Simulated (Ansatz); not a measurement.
## Run report: BH3F, frequency calculation

System: BH3F, multiplicity 2.
Method: UKS CAM-B3LYP-D4/def2-SVP (Ansatz 0.2.0).

It belongs to a series of runs on one base structure; here: vibrations at the highest image of the band. Figures and captions count atoms from 1; the log counts them from 0 in places.

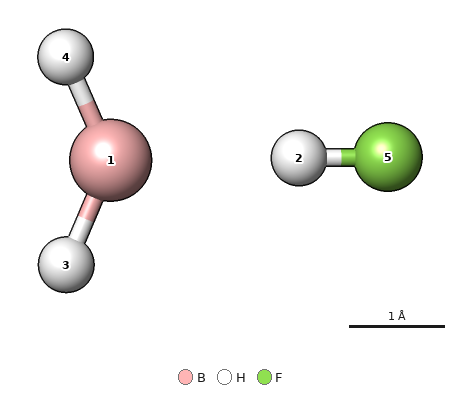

*The structure (ball-and-stick view, seen on its broad side; atoms are numbered from 1 in the order of the input).*

Bond lengths as drawn: B–H 1.20 Å and F–H 0.94 Å.

## Input
```yaml
crystal:
  periodic: [false, false, false]
  atoms:
    - { symbol: B, position_ang: [-0.00079, -0.000947, -0.214134] }
    - { symbol: H, position_ang: [-0.001539, -0.013586, 1.778243] }
    - { symbol: H, position_ang: [1.100406, 0.005395, -0.685171] }
    - { symbol: H, position_ang: [-1.100484, 0.003961, -0.688702] }
    - { symbol: F, position_ang: [0.002407, 0.005177, 2.719764] }
magnetization:
  spin_polarized: true
  initial_magnetization: 1
basis:
  gaussian: { orbitals: def2-SVP }
hamiltonian:
  xc: cam_b3lyp
  dispersion: d4
phonons: {}
```

Run on 2 threads of Arm Neoverse V1, 24 GiB of memory available, shared host.

Run as:
```bash
ansatz run input.yaml --threads 2 --pin off --max-ram 3072MiB --backend cpu --events-out ev --progress --plain --runs-dir out
```

## The program's output
```
Engine: ansatz 0.2.0, aarch64-unknown-linux-gnu
Functional definition: CAM-B3LYP
  parameter alpha = 0.19
  parameter beta = 0.46
  parameter omega = 0.33/bohr
  parameter ac = 0.81
  exchange = (1 - alpha - beta)*b88_x + beta*b88_x_sr(omega) + alpha*exact_x + beta*exact_x_lr(omega)
  correlation = (1 - ac)*vwn5_c + ac*lyp_c
466 factors; integrals over basis functions are off by at most 4.2e-4 eV
139 factors; integrals over basis functions are off by at most 5.5e-6 eV
mean field evaluation 1: about -3433.1184 eV, gradient 2.1e1 eV
mean field evaluation 2: about -3432.9468 eV, gradient 2.5e1 eV
mean field evaluation 4: about -3434.6585 eV, gradient 2.3e-1 eV
mean field evaluation 8: about -3434.6669 eV, gradient 5.1e-3 eV
mean field evaluation 16: about -3434.6669 eV, gradient 2.4e-5 eV
mean field -3434.66687280 eV, -126.2216794747 hartree, gradient 2.4e-5 eV, S^2 0.751707; 2 other end points of the search recorded, 0 dependent functions left out
the calculation of the forces begins
reference -3434.66695394 eV, -126.2216824566 hartree; 9, 8 occupied and 34, 35 virtual orbitals, 466 factors
these checks for a lower state are left out or cut short: stability, starts, cluster_reference, orbital_swaps, neighbouring_geometries, increment
466 factors; integrals over basis functions are off by at most 4.2e-4 eV
139 factors; integrals over basis functions are off by at most 5.5e-6 eV
mean field -3434.66673865 eV, -126.2216745448 hartree, gradient 1.5e-6 eV, S^2 0.751707; 0 other end points of the search recorded, 0 dependent functions left out
[... from here on the field's lines of each further geometry are left out, up to the last ...]
the calculation of the forces begins
reference -3434.66680075 eV, -126.2216768266 hartree; 9, 8 occupied and 34, 35 virtual orbitals, 466 factors
these checks for a lower state are left out or cut short: stability, starts, cluster_reference, orbital_swaps, neighbouring_geometries, increment
466 factors; integrals over basis functions are off by at most 4.2e-4 eV
139 factors; integrals over basis functions are off by at most 5.5e-6 eV
mean field -3434.66671080 eV, -126.2216735214 hartree, gradient 2.5e-6 eV, S^2 0.751698; 0 other end points of the search recorded, 0 dependent functions left out
the calculation of the forces begins
reference -3434.66679193 eV, -126.2216765025 hartree; 9, 8 occupied and 34, 35 virtual orbitals, 466 factors
WARN: phonons: modes at or below zero, which the zero-point energy, F, S and C_V leave out: 2, the lowest at -287.38 cm⁻¹. A minimum has none, and a first-order saddle one
Total energy: -3434.69053553 eV, -126.2225490639 hartree
Atom 0 at    -0.000790    -0.000947    -0.214134 Å, force    -0.000202    -0.005319     0.003034 eV/Å
Atom 1 at    -0.001539    -0.013586     1.778243 Å, force    -0.000054    -0.004072     0.001435 eV/Å
Atom 2 at     1.100406     0.005395    -0.685171 Å, force     0.003491     0.002853    -0.001182 eV/Å
Atom 3 at    -1.100484     0.003961    -0.688702 Å, force    -0.003414     0.002864    -0.001550 eV/Å
Atom 4 at     0.002407     0.005177     2.719764 Å, force     0.000180     0.003674    -0.001738 eV/Å
Dipole moment:    -0.001256    -0.004931    -0.610442 e Å
Vibrations: -287.38 -117.88 186.31 457.06 699.00 970.27 2614.47 2809.35 3635.93 cm⁻¹, zero-point energy 0.704998 eV
```

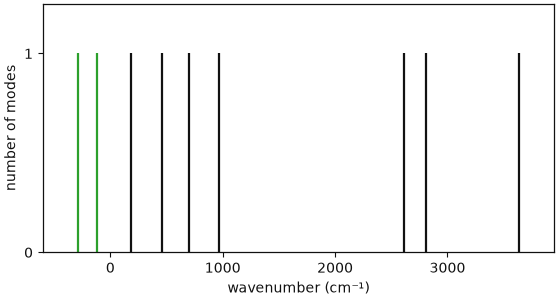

*Harmonic vibrational wavenumbers from the force constants; neighbouring modes closer than 18 cm⁻¹ are counted in one stick, and imaginary ones are drawn at negative wavenumbers.*

9 modes from 287i to 3636 cm⁻¹, 2 imaginary beyond 8i (287i, 118i cm⁻¹): not a minimum.

## Summary

- outcome: converged
- total energy: −3434.6905 eV
- mean-field energy: −3434.6670 eV
- ⟨S²⟩: 0.752
- largest force (length of the vector): 0.006 eV/Å
- wall time: 13 s (CPU time 24 s)
- peak memory: 0.098 GiB
